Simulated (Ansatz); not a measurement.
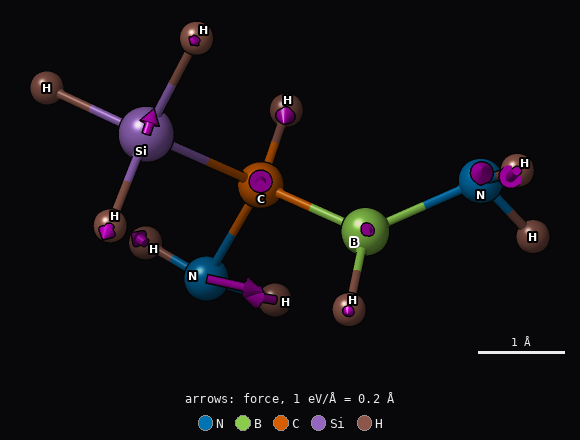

Starting geometry of CH9BN2Si with the computed forces as purple arrows. The picture is a ball-and-stick view, seen from a free direction.

The run prepares an end point of a later path (inversion) calculation, from a guessed geometry.

Computed with RKS B3LYP-D4/6-31G* (Ansatz). Settings: no spin polarisation; force threshold 0.015 eV/Å; at most 40 steps.

**Is this structure relaxed? If not, where do the atoms go?**

It isn't relaxed: the largest force vector, on an N atom, is 3.50 eV/Å. The final displacements have little in common with the starting forces (cosine between the two patterns 0.11). After 18 accepted moves (19 points after the start) the energy has fallen by 168.4 kJ/mol. The largest force component goes from 2.8 to 0.0072 eV/Å. The line search rejected the trial step at point 12 of the run. The atom that moves furthest after the best rigid fit is an H atom (1.95 Å). By element the largest moves are H 1.95 Å, N 0.55 Å, B 0.31 Å, Si 0.29 Å, C 0.23 Å. Near-neighbour distances that change, for instance: H–N 1.115 → 1.010 Å, B–N 1.484 → 1.400 Å, H–N 1.092 → 1.018 Å, C–N 1.541 → 1.478 Å. Among the angles between lasting bonds that change: B–N–H 106.2° → 122.7°, B–N–H 110.4° → 123.9°, C–N–H 103.0° → 110.7°. Groups turn about B–C by about 40°.
